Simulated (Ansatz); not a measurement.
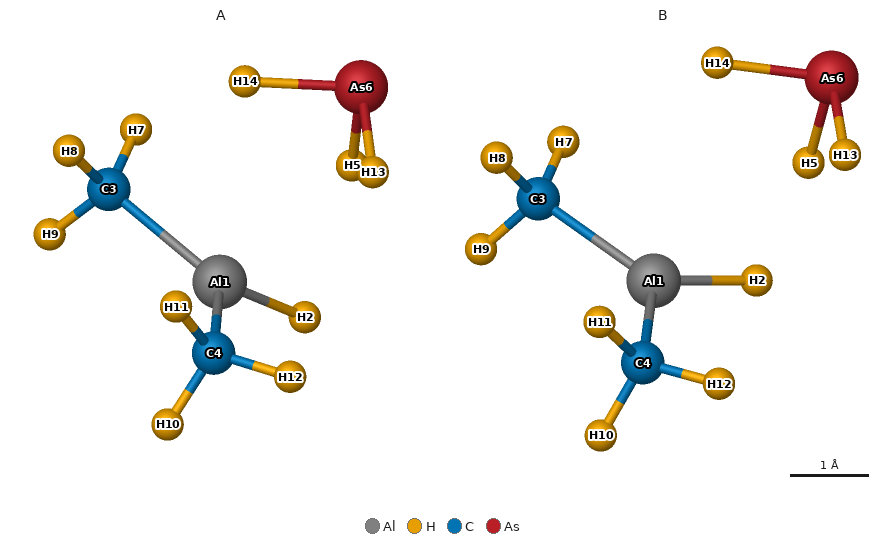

Two geometries of C$_{2}$H$_{10}$AlAs, drawn at one scale. One is the start of a relaxation, the other its converged end. The picture is a ball-and-stick view, seen at a tilt.

Theory: RKS PBE0-D4/def2-SVP in Ansatz. Set-up: no spin polarisation; force threshold 0.03 eV/Å; at most 50 steps.

**Which one is relaxed?**

Structure A is the relaxed one. The run prepares an end point of a later path (reaction) calculation, from a guessed geometry. The largest move after the best rigid fit is that of H2, 0.60 Å. By element the largest moves are H 0.60 Å, As 0.40 Å, C 0.21 Å, Al 0.11 Å. Near-neighbour distances that change, for instance: Al1–As6 3.695 → 3.381 Å, Al1–H5 2.531 → 2.289 Å, Al1–H2 1.546 → 1.603 Å, H5–As6 1.516 → 1.539 Å. The energy falls by 0.150 eV in 8 geometry steps. The largest force component goes from 0.6 to 0.012 eV/Å.
